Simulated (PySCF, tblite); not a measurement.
# C6H9N: a rotation path, then NMR shifts on frames, part 2 of 2

tblite 0.8.0 and PySCF 2.14.0. Atoms count from 0.

### Step 5. Nuclear shieldings: image 5, PBE0/pcSseg-1

The job: settings as JSON, then the geometry in Å.

```
{"job": {"kind": "nmr", "xc": "PBE0", "basis": "pcSseg-1", "pop": false}, "charge": 0, "multiplicity": 1}
C      1.999000     0.130800    -0.690600
C      1.029000    -0.071900     0.199800
C      1.347700     0.052100     1.575600
N      1.611300     0.153200     2.687000
C     -0.402200    -0.445700    -0.129400
C     -0.908600     0.314600    -1.354800
C     -1.319800    -0.187700     1.066600
H      2.997200     0.391700    -0.381800
H      1.832600     0.044300    -1.750100
H     -0.417300    -1.521300    -0.353600
H     -1.923800     0.003700    -1.589600
H     -0.912900     1.384600    -1.156200
H     -0.290200     0.124600    -2.227700
H     -2.344200    -0.459300     0.821800
H     -1.296600     0.865700     1.340800
H     -1.008800    -0.770300     1.930900
```

With the program's defaults for keys left out, this is: GIAO PBE0/pcSseg-1 NMR shielding, non-relativistic, gas phase.

Output:

```text
coarse grid: 13160 points
cycle   1  E = -288.2803469516  dE =  7.980e-01  |g| = 4.837e-01  |ddm| = 3.592e+00
cycle   2  E = -288.1722699328  dE =  1.081e-01  |g| = 8.673e-01  |ddm| = 1.184e+00
cycle   3  E = -288.3324864755  dE = -1.602e-01  |g| = 1.824e-01  |ddm| = 8.019e-01
cycle   4  E = -288.3400425962  dE = -7.556e-03  |g| = 3.659e-02  |ddm| = 1.627e-01
cycle   5  E = -288.3403393080  dE = -2.967e-04  |g| = 9.715e-03  |ddm| = 4.601e-02
cycle   6  E = -288.3403625624  dE = -2.325e-05  |g| = 2.377e-03  |ddm| = 1.215e-02
cycle   7  E = -288.3403636256  dE = -1.063e-06  |g| = 1.076e-03  |ddm| = 2.754e-03
final grid: 126592 points
cycle   8  E = -288.3826288904  dE = -3.859e-05  |g| = 8.004e-03  |ddm| = 3.496e-02
cycle   9  E = -288.3826240154  dE =  4.875e-06  |g| = 9.162e-03  |ddm| = 1.573e-02
cycle  10  E = -288.3826450854  dE = -2.107e-05  |g| = 1.480e-03  |ddm| = 8.828e-03
cycle  11  E = -288.3826456085  dE = -5.231e-07  |g| = 3.470e-04  |ddm| = 1.338e-03
cycle  12  E = -288.3826456346  dE = -2.609e-08  |g| = 1.554e-04  |ddm| = 4.301e-04
cycle  13  E = -288.3826456387  dE = -4.029e-09  |g| = 7.465e-05  |ddm| = 1.584e-04
cycle  14  E = -288.3826456399  dE = -1.240e-09  |g| = 1.225e-05  |ddm| = 6.578e-05
cycle  15  E = -288.3826456399  dE = -3.229e-11  |g| = 2.870e-06  |ddm| = 1.311e-05
converged SCF energy = -288.3826456399

GIAO shielding tensors (ppm)
atom      isotropic    diamagn.    paramagn.     s11        s22        s33       span
  0 C       47.777     250.275    -202.499    -79.235     55.652    166.913    246.148
  1 C       49.174     260.606    -211.432    -68.827     74.107    142.241    211.068
  2 C       63.286     259.744    -196.458    -58.280    -44.735    292.874    351.154
  3 N      -53.175     341.534    -394.709   -195.666   -186.314    222.456    418.121
  4 C      155.197     243.933     -88.736    144.970    157.134    163.489     18.519
  5 C      163.453     248.539     -85.086    148.504    157.113    184.742     36.237
  6 C      162.474     248.751     -86.277    144.826    160.711    181.887     37.061
  7 H       25.253      28.555      -3.302     21.365     24.594     29.802      8.437
  8 H       25.571      31.223      -5.653     21.514     24.377     30.820      9.306
  9 H       29.321      31.081      -1.760     26.210     26.719     35.034      8.824
 10 H       30.577      30.333       0.243     26.041     28.536     37.153     11.112
 11 H       30.972      31.090      -0.118     27.616     29.040     36.260      8.643
 12 H       30.190      31.422      -1.232     25.297     28.753     36.519     11.222
 13 H       30.657      30.144       0.513     26.063     28.819     37.089     11.027
 14 H       30.605      31.392      -0.787     27.815     28.532     35.468      7.653
 15 H       29.695      31.022      -1.328     25.010     28.400     35.673     10.663
```

It took 51 s on 1 thread of Intel Xeon Platinum 8259CL at 2.50GHz, shared host; peak memory 0.77 GiB.

In short: δ C0 139.1, C1 137.8, C2 123.6, C4 31.7, H7 6.46, H8 6.15 ppm.

### Step 6. Nuclear shieldings: image 6, PBE0/pcSseg-1

The job: settings as JSON, then the geometry in Å.

```
{"job": {"kind": "nmr", "xc": "PBE0", "basis": "pcSseg-1", "pop": false}, "charge": 0, "multiplicity": 1}
C      1.946400     0.308800    -0.662200
C      1.026200    -0.085300     0.216300
C      1.405600    -0.189100     1.578900
N      1.720000    -0.265400     2.679000
C     -0.407400    -0.453900    -0.100700
C     -0.889400     0.194000    -1.396000
C     -1.326900    -0.066500     1.060200
H      2.950300     0.545500    -0.352200
H      1.735400     0.407700    -1.711900
H     -0.443600    -1.546300    -0.217300
H     -1.911600    -0.111700    -1.604400
H     -0.865600     1.278200    -1.303000
H     -0.275300    -0.101400    -2.242500
H     -2.355600    -0.335000     0.830400
H     -1.279700     1.006500     1.238500
H     -1.036500    -0.577300     1.975400
```

With the program's defaults for keys left out, this is: GIAO PBE0/pcSseg-1 NMR shielding, non-relativistic, gas phase.

Output:

```text
coarse grid: 13160 points
cycle   1  E = -288.2822297485  dE =  7.989e-01  |g| = 4.839e-01  |ddm| = 3.592e+00
cycle   2  E = -288.1741590110  dE =  1.081e-01  |g| = 8.681e-01  |ddm| = 1.178e+00
cycle   3  E = -288.3343885806  dE = -1.602e-01  |g| = 1.812e-01  |ddm| = 7.956e-01
cycle   4  E = -288.3418403828  dE = -7.452e-03  |g| = 3.687e-02  |ddm| = 1.620e-01
cycle   5  E = -288.3421411586  dE = -3.008e-04  |g| = 9.922e-03  |ddm| = 4.659e-02
cycle   6  E = -288.3421654935  dE = -2.433e-05  |g| = 2.468e-03  |ddm| = 1.240e-02
cycle   7  E = -288.3421666606  dE = -1.167e-06  |g| = 1.103e-03  |ddm| = 2.797e-03
final grid: 126592 points
cycle   8  E = -288.3842577681  dE = -3.994e-05  |g| = 8.199e-03  |ddm| = 3.387e-02
cycle   9  E = -288.3842522972  dE =  5.471e-06  |g| = 9.471e-03  |ddm| = 1.617e-02
cycle  10  E = -288.3842747472  dE = -2.245e-05  |g| = 1.532e-03  |ddm| = 9.113e-03
cycle  11  E = -288.3842752971  dE = -5.499e-07  |g| = 3.935e-04  |ddm| = 1.383e-03
cycle  12  E = -288.3842753288  dE = -3.168e-08  |g| = 1.809e-04  |ddm| = 4.703e-04
cycle  13  E = -288.3842753346  dE = -5.774e-09  |g| = 7.382e-05  |ddm| = 1.734e-04
cycle  14  E = -288.3842753358  dE = -1.264e-09  |g| = 1.194e-05  |ddm| = 6.922e-05
cycle  15  E = -288.3842753359  dE = -3.195e-11  |g| = 2.936e-06  |ddm| = 1.300e-05
converged SCF energy = -288.3842753359

GIAO shielding tensors (ppm)
atom      isotropic    diamagn.    paramagn.     s11        s22        s33       span
  0 C       49.520     250.509    -200.990    -73.476     54.513    167.522    240.998
  1 C       49.499     260.543    -211.043    -68.366     72.712    144.152    212.518
  2 C       63.080     259.765    -196.685    -58.747    -45.347    293.335    352.082
  3 N      -51.827     341.438    -393.264   -196.672   -184.957    226.149    422.821
  4 C      153.446     244.040     -90.594    142.395    155.941    162.004     19.609
  5 C      165.824     248.718     -82.895    154.896    158.700    183.874     28.978
  6 C      162.749     248.924     -86.176    145.186    159.502    183.559     38.373
  7 H       25.369      28.562      -3.192     21.767     24.549     29.791      8.024
  8 H       25.643      31.430      -5.787     21.939     24.072     30.918      8.979
  9 H       29.362      30.975      -1.613     26.263     26.776     35.048      8.785
 10 H       30.533      30.213       0.320     25.972     28.559     37.069     11.097
 11 H       31.053      31.255      -0.202     27.826     28.835     36.499      8.673
 12 H       30.154      31.307      -1.152     25.338     28.450     36.675     11.337
 13 H       30.628      30.293       0.335     26.045     28.739     37.099     11.054
 14 H       30.821      31.253      -0.432     28.230     28.318     35.914      7.684
 15 H       29.595      31.120      -1.524     24.678     28.642     35.466     10.789
```

It took 41 s on 1 thread of Intel Xeon Platinum 8259CL at 2.50GHz, shared host; peak memory 0.77 GiB.

This run: δ C1 137.4, C0 137.4, C2 123.8, C4 33.5, H7 6.35, H8 6.07 ppm.

### Step 7. Shielding tensors: image 8, PBE0/pcSseg-1

The job: settings as JSON, then the geometry in Å.

```
{"job": {"kind": "nmr", "xc": "PBE0", "basis": "pcSseg-1", "pop": false}, "charge": 0, "multiplicity": 1}
C      1.824300     0.651200    -0.498500
C      1.024000    -0.111000     0.242900
C      1.525500    -0.665600     1.447900
N      1.918400    -1.129200     2.420000
C     -0.417700    -0.462400    -0.045000
C     -0.860500    -0.063700    -1.448100
C     -1.310600     0.199600     1.010100
H      2.839000     0.852000    -0.196400
H      1.501000     1.094500    -1.423400
H     -0.513700    -1.551000     0.059400
H     -1.877000    -0.409300    -1.620900
H     -0.847000     1.017900    -1.563600
H     -0.214800    -0.508400    -2.202100
H     -2.347600    -0.090300     0.858200
H     -1.240100     1.283200     0.935600
H     -1.010800    -0.098600     2.012400
```

With the program's defaults for keys left out, this is: GIAO PBE0/pcSseg-1 NMR shielding, non-relativistic, gas phase.

Output:

```text
coarse grid: 13160 points
cycle   1  E = -288.2850456635  dE =  7.941e-01  |g| = 4.829e-01  |ddm| = 3.581e+00
cycle   2  E = -288.1770808170  dE =  1.080e-01  |g| = 8.677e-01  |ddm| = 1.166e+00
cycle   3  E = -288.3371887846  dE = -1.601e-01  |g| = 1.782e-01  |ddm| = 7.869e-01
cycle   4  E = -288.3443967013  dE = -7.208e-03  |g| = 3.737e-02  |ddm| = 1.579e-01
cycle   5  E = -288.3447064672  dE = -3.098e-04  |g| = 1.004e-02  |ddm| = 4.704e-02
cycle   6  E = -288.3447317556  dE = -2.529e-05  |g| = 2.051e-03  |ddm| = 1.265e-02
cycle   7  E = -288.3447324931  dE = -7.375e-07  |g| = 1.027e-03  |ddm| = 2.238e-03
final grid: 126592 points
cycle   8  E = -288.3868407708  dE = -4.693e-05  |g| = 8.232e-03  |ddm| = 3.685e-02
cycle   9  E = -288.3868354494  dE =  5.321e-06  |g| = 9.459e-03  |ddm| = 1.610e-02
cycle  10  E = -288.3868580818  dE = -2.263e-05  |g| = 1.455e-03  |ddm| = 8.955e-03
cycle  11  E = -288.3868585782  dE = -4.965e-07  |g| = 3.623e-04  |ddm| = 1.333e-03
cycle  12  E = -288.3868586083  dE = -3.001e-08  |g| = 1.419e-04  |ddm| = 4.549e-04
cycle  13  E = -288.3868586115  dE = -3.194e-09  |g| = 8.107e-05  |ddm| = 1.601e-04
cycle  14  E = -288.3868586129  dE = -1.408e-09  |g| = 1.413e-05  |ddm| = 6.859e-05
cycle  15  E = -288.3868586129  dE = -4.411e-11  |g| = 2.828e-06  |ddm| = 1.350e-05
converged SCF energy = -288.3868586129

GIAO shielding tensors (ppm)
atom      isotropic    diamagn.    paramagn.     s11        s22        s33       span
  0 C       52.874     251.160    -198.287    -67.504     56.498    169.627    237.131
  1 C       48.804     260.900    -212.095    -72.189     69.389    149.212    221.400
  2 C       62.169     259.493    -197.324    -60.713    -46.508    293.728    354.442
  3 N      -47.663     341.348    -389.012   -193.855   -181.970    232.835    426.689
  4 C      149.302     244.373     -95.071    137.362    150.141    160.404     23.042
  5 C      166.457     248.259     -81.802    153.267    160.876    185.227     31.959
  6 C      161.938     248.388     -86.450    149.230    151.269    185.315     36.085
  7 H       25.519      28.621      -3.102     22.169     24.556     29.831      7.663
  8 H       25.806      31.638      -5.832     22.047     24.320     31.051      9.004
  9 H       29.325      31.643      -2.318     25.588     28.091     34.296      8.708
 10 H       30.423      29.939       0.484     26.041     28.324     36.905     10.865
 11 H       30.761      31.493      -0.732     27.821     28.520     35.941      8.120
 12 H       30.507      30.648      -0.141     26.282     27.897     37.342     11.059
 13 H       30.510      30.347       0.163     26.300     28.102     37.129     10.829
 14 H       31.108      30.994       0.114     27.967     29.103     36.255      8.287
 15 H       29.809      30.738      -0.929     25.014     28.938     35.474     10.460
```

Wall time 34 s (1 thread of Intel Xeon Platinum 8259CL at 2.50GHz, shared host); peak memory 0.75 GiB.

Key values: δ C1 138.1, C0 134.1, C2 124.8, C4 37.6, H7 6.20, H8 5.91 ppm.

### Step 8. Comparing the runs: NMR shifts

Shifts (ppm) of some atoms, chosen among heavy atoms and hydrogens apart, with basis size and wall time:

```
  frame     C0     C2    C4    C5   H14   H15     N3  functions  time
image 0  136.1  122.5  41.2  24.0  1.48  1.12  320.9        164  45 s
image 2  138.7  122.7  36.8  27.9  1.59  1.32  321.9        164  37 s
image 5  139.1  123.6  31.7  23.5  1.11  2.02  320.9        164  51 s
image 6  137.4  123.8  33.5  21.1  0.90  2.12  319.6        164  41 s
image 8  134.1  124.8  37.6  20.5  0.61  1.91  315.4        164  34 s
```

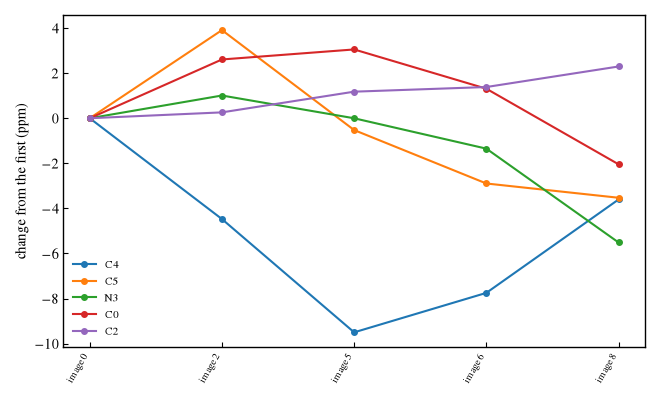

How five of the tabulated atoms move from run to run.

### Step 9. What came out

What follows sums up all 2 parts.

| quantity | value |
| --- | --- |
| barrier | 0.100 eV (2.3 kcal/mol) at image 5 |
| end to end (GFN2-xTB) | 0.042 eV |
| ¹³C shifts against TMS (PBE0/pcSseg-1, image 0) | 139.4, 136.1, 122.5, 41.2, 24.0, 24.0 ppm |
| ¹H shifts against TMS (PBE0/pcSseg-1, image 0) | 6.09, 6.07, 2.38, 1.48, 1.48, 1.12, 1.12, 1.12, 1.12 ppm |
| ¹⁵N shifts against NH3 (PBE0/pcSseg-1, image 0) | 320.9 ppm |
| surface potential, least and greatest | -1.79 V and 1.22 V |
| range of the shift of C4 | 31.7 to 41.2 ppm |

Along the band the dihedral turns by 128°, and the top (dihedral 18°) lies 2.3 kcal/mol above the start (GFN2-xTB, rough), so at room temperature this motion is fast. Ends this close can change order at a higher level. The top was not checked by a frequency run. Shifts at one fixed geometry are not the observed spectrum, which averages over the motion. In the first frame run (image 0): The widest tensor belongs to N3: span 441 ppm, with a paramagnetic part of -395 ppm. By nearest atom (PBE0/pcSseg-1), the HOMO sits on C0 32 %; C1 24 % and the LUMO on C0 28 %; C1 23 %. Across the 5 runs the shift of C4 moves most, between 31.7 (image 5) and 41.2 ppm (image 0).
